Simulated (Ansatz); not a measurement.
CH5Ga

```xyz
7

Ga    0.5634    0.0419   -0.0048
C     1.0932   -0.0395    1.8992
H     0.2369   -0.1999    2.5817
H     1.8277   -0.8587    2.0479
H     1.6087    0.9013    2.1852
H     1.6746    0.2780   -1.1131
H    -0.9470   -0.1230   -0.4583
```

Computed with Ansatz 0.2.0, RKS PBE-D4/def2-SVP.

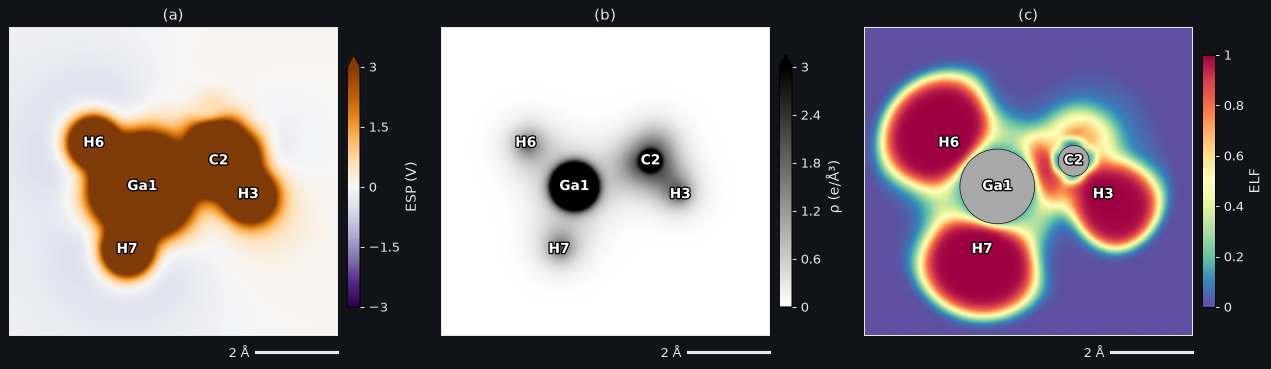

Figure 1. (a) molecular electrostatic potential; (b) total electron density; (c) electron localisation function on the plane of atoms Ga1, C2 and H3. Grey discs cover the atomic cores in the ELF map.

Q: Describe what can be read from this map.

A: Atoms in the plane: Ga, C and H. C–Ga (1.98 Å): the density is about 0.76 e/Å³ at the midpoint; the ELF peaks at about 0.90 in the valence shell of C, 0.7 Å from its nucleus, and is about 0.55 at the midpoint. C–H (1.11 Å): the density is about 1.8 e/Å³ at the midpoint; the ELF climbs to about 1 towards the hydrogen, as it does in any bond to H: an ordinary covalent bond to hydrogen. Ga–H (1.59 Å): ρ at the midpoint is about 0.93 e/Å³; the ELF climbs to about 1 towards the hydrogen. Outside the dense part of the molecule the potential is most negative (−0.5 V) near H6.

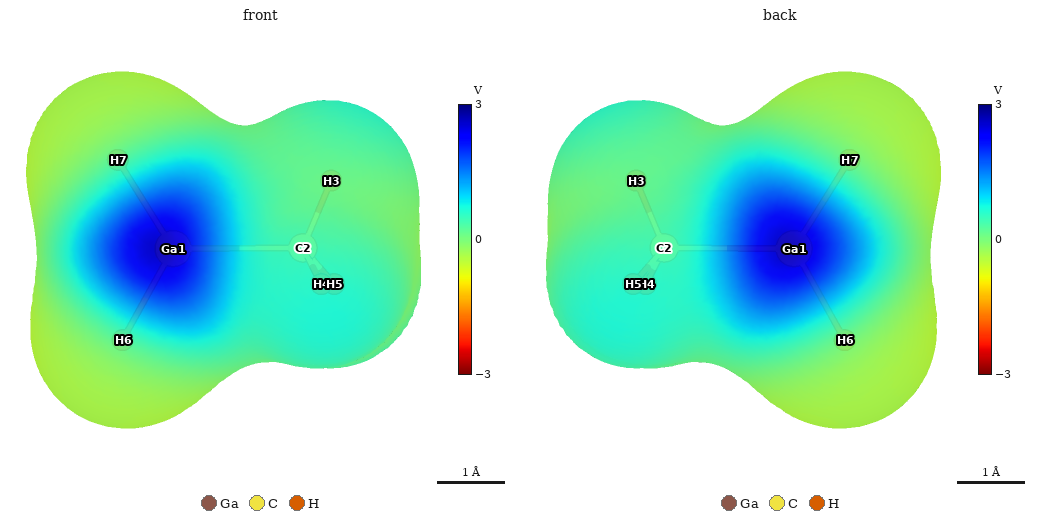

Figure 2. The electrostatic potential painted on the density surface at 0.002 e/bohr³, seen from the front and from behind; the colour scale runs from red (negative) to blue (positive).

Q: Describe the electrostatic potential map.

A: The most negative region (about −0.5 V) lies over H6 and H7, the most positive (about +2.5 V) over Ga1.

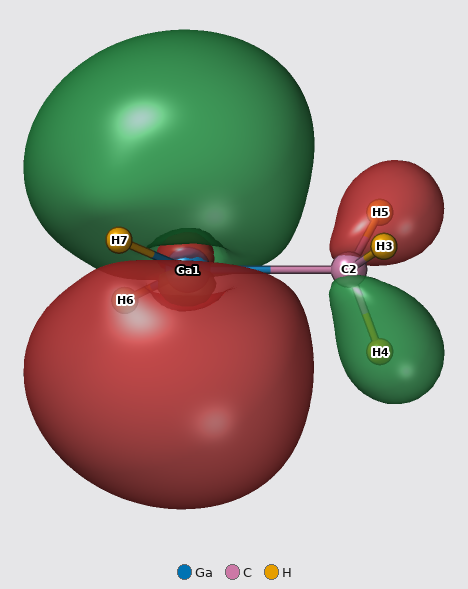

Figure 3. The LUMO at ±0.06 Å⁻³ᐟ² (green and red are the two phases), seen from one side.

Q: What is the character of this orbital?

A: Its weight (Hirshfeld) is mainly on Ga1 (about 80 %). Its energy is −2.17 eV.
